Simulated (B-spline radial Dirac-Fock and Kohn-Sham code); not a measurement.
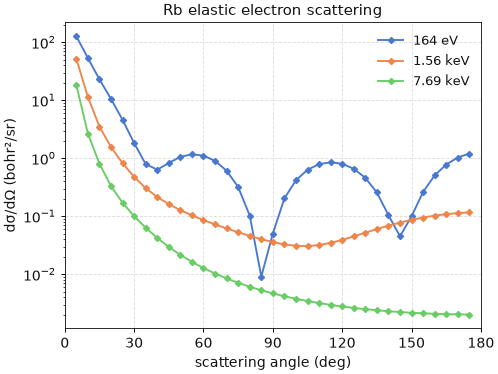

Differential cross section for elastic electron scattering against angle at 164 eV, 1.56 keV and 7.69 keV, computed at the marked angles. The figure is for neutral rubidium. The calculation used Dirac partial waves in the static Dirac–Fock field with Furness–McCarthy exchange, no polarisation or absorption (a radial B-spline solver).

> Where are the minima at 164 eV?

Near 40° (0.63 bohr²/sr), 85° (0.0091 bohr²/sr) and 145° (0.045 bohr²/sr), to the spacing of the grid. The model is rough under about 200 eV.
